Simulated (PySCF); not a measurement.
C₆H₁₀O₂, SMILES O=C(C)CCC(=O)C at its GFN2-xTB optimised geometry (Å):

```
18

C      0.9694    -2.8385     2.4980
C      0.9762    -1.4164     2.0077
O      0.7246    -0.4741     2.7148
C      1.3196    -1.2624     0.5367
C      0.7859     0.0620     0.0000
C     -0.7324     0.0620     0.0000
C     -1.3533     1.4323     0.0000
O     -1.3789    -0.9545     0.0066
H      0.0525    -3.3081     2.1440
H      1.8133    -3.3929     2.0959
H      0.9800    -2.8672     3.5842
H      2.4073    -1.3056     0.4405
H      0.8915    -2.0952    -0.0218
H      1.1455     0.8891     0.6128
H      1.1209     0.2232    -1.0276
H     -0.8323     2.0952    -0.6859
H     -1.2605     1.8401     1.0057
H     -2.4073     1.3731    -0.2576
```

Method: B3LYP/def2-SVP run with PySCF. Cells within 0.4 Å of a nucleus heavier than hydrogen are left out (blank, or x).

Map of the electrostatic potential (hartree/e), clipped to [-0.08, 0.12] on the plane z = 0.0 Å:

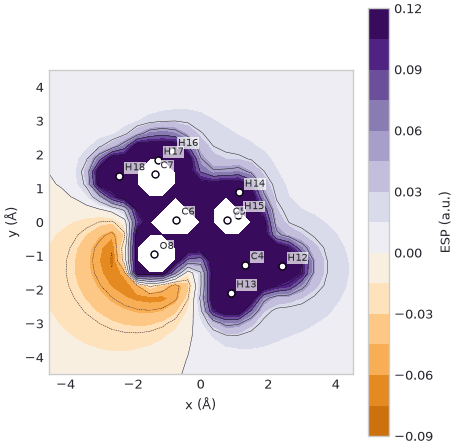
Figure. Electrostatic potential (hartree/e), clipped to [-0.08, 0.12] on the plane z = 0.0 Å.
